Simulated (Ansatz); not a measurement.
Reaction (SMILES): OCl (OH-Cl) → [O]Cl (O-Cl) + H atom
B3LYP-D3(BJ)/def2-TZVP geometries, fixed; electronic energies without zero-point terms.
Largest species:
```
O
H 1 0.9686
Cl 1 1.7015 2 103.27
```

Basis-set convergence of the bond dissociation energy at B3LYP with Ansatz (a program for electronic structure). Cartesian d functions, on some or all atoms, in 6-31G*, 6-311G**; all else is spherical. The program fits the integrals of some runs and decomposes those of others, by size. Open shells are unrestricted. No added dispersion term, no relativity. Functions are those of the species that has most. Reference: the value in pcseg-4, 96.72 kcal/mol, itself unsure by roughly 0.04 kcal/mol (its mean distance from aug-pcseg-3, aug-cc-pV(Q+d)Z, cc-pV(5+d)Z). Deviations are taken from unrounded values.

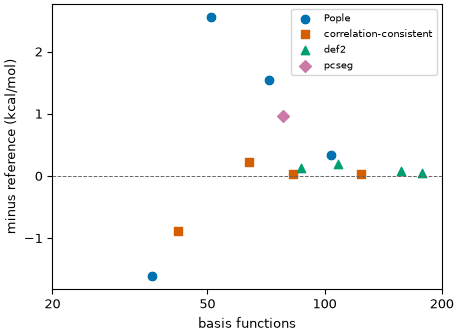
Figure. Deviation from the reference against the number of basis functions, by family of sets.

```json
[
 {"basis": "6-31G*", "functions": "36", "bond dissociation energy (kcal/mol)": "95.11", "minus reference (kcal/mol)": "-1.61"},
 {"basis": "cc-pV(D+d)Z", "functions": "42", "bond dissociation energy (kcal/mol)": "95.84", "minus reference (kcal/mol)": "-0.88"},
 {"basis": "6-311G**", "functions": "51", "bond dissociation energy (kcal/mol)": "99.28", "minus reference (kcal/mol)": "2.56"},
 {"basis": "aug-cc-pV(D+d)Z", "functions": "64", "bond dissociation energy (kcal/mol)": "96.95", "minus reference (kcal/mol)": "0.23"},
 {"basis": "6-311++G(2d,2p)", "functions": "72", "bond dissociation energy (kcal/mol)": "98.26", "minus reference (kcal/mol)": "1.54"},
 {"basis": "pcseg-2", "functions": "78", "bond dissociation energy (kcal/mol)": "97.69", "minus reference (kcal/mol)": "0.97"},
 {"basis": "cc-pV(T+d)Z", "functions": "83", "bond dissociation energy (kcal/mol)": "96.75", "minus reference (kcal/mol)": "0.03"},
 {"basis": "def2-TZVPP", "functions": "87", "bond dissociation energy (kcal/mol)": "96.84", "minus reference (kcal/mol)": "0.13"},
 {"basis": "6-311++G(3df,3pd)", "functions": "104", "bond dissociation energy (kcal/mol)": "97.06", "minus reference (kcal/mol)": "0.34"},
 {"basis": "def2-TZVPPD", "functions": "108", "bond dissociation energy (kcal/mol)": "96.91", "minus reference (kcal/mol)": "0.19"},
 {"basis": "aug-cc-pV(T+d)Z", "functions": "124", "bond dissociation energy (kcal/mol)": "96.76", "minus reference (kcal/mol)": "0.04"},
 {"basis": "def2-QZVPP", "functions": "157", "bond dissociation energy (kcal/mol)": "96.80", "minus reference (kcal/mol)": "0.08"},
 {"basis": "def2-QZVPPD", "functions": "178", "bond dissociation energy (kcal/mol)": "96.77", "minus reference (kcal/mol)": "0.05"}
]
```
